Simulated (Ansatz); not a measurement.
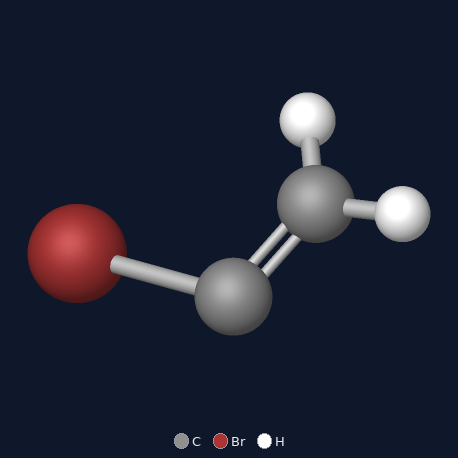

State: charge −1, singlet. The computed structure is the end point of a PBE0-D4/def2-TZVPD optimisation. No frequency run is at hand to confirm it as a minimum.

Give the structural formula.

SMILES: C=[C-]Br

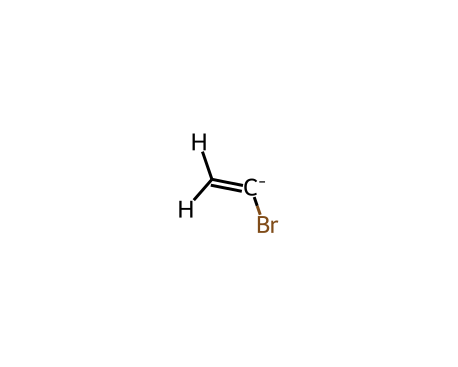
